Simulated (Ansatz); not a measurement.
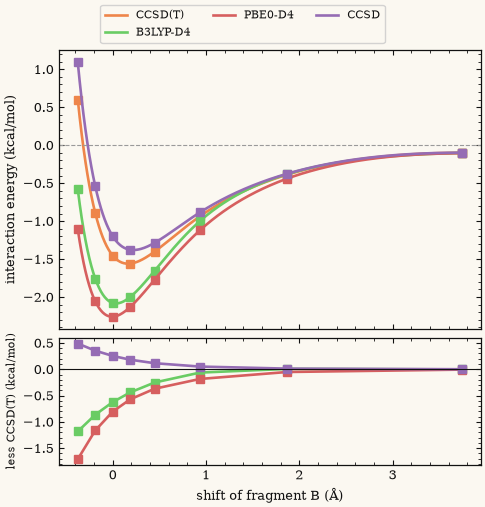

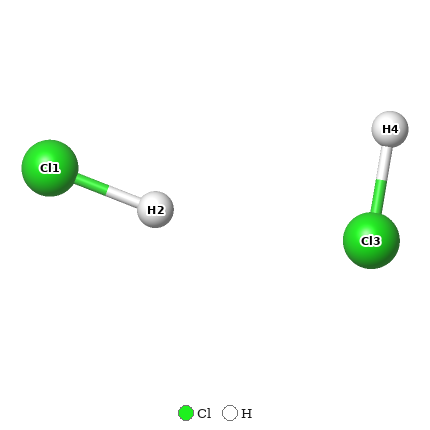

Interaction curve of the pair ClH (A) and ClH (B), SMILES Cl.Cl, from the arrangement drawn (closest contact, H···H pairs aside, H2···Cl3 2.48 Å; others can bind more strongly), without the energy that it costs to deform the partners. The Ansatz code, def2-TZVPPD, cores frozen in correlated methods. Fragment B of a pair is moved rigidly from the minimum (PBE0-D4/def2-TZVP) along the line between the fragments' mean atom positions; interaction energies with counterpoise. Splines pass through the computed points, which are marked.

> Order the curves at −0.37 Å, where they differ most.

PBE0-D4 −1.11, B3LYP-D4 −0.58, CCSD(T) 0.60, CCSD 1.09 kcal/mol, from lowest to highest.

> Which curve follows CCSD(T) best, and which worst?

Best CCSD, worst PBE0-D4; largest departures, offsets in depth included: CCSD 0.49, B3LYP-D4 1.18, PBE0-D4 1.71 kcal/mol. CCSD(T) is in the same finite basis, not at its limit.

> Give the values at the computed points.

In kcal/mol:
| shift of fragment B (Å) | CCSD(T) | B3LYP-D4 | PBE0-D4 | CCSD |
| --- | --- | --- | --- | --- |
| −0.37 | 0.60 | −0.58 | −1.11 | 1.09 |
| −0.19 | −0.89 | −1.76 | −2.06 | −0.54 |
| 0.00 | −1.45 | −2.08 | −2.26 | −1.20 |
| 0.19 | −1.56 | −2.00 | −2.13 | −1.38 |
| 0.45 | −1.40 | −1.65 | −1.77 | −1.29 |
| 0.94 | −0.94 | −1.00 | −1.12 | −0.89 |
| 1.87 | −0.39 | −0.38 | −0.44 | −0.38 |
| 3.74 | −0.10 | −0.10 | −0.11 | −0.10 |
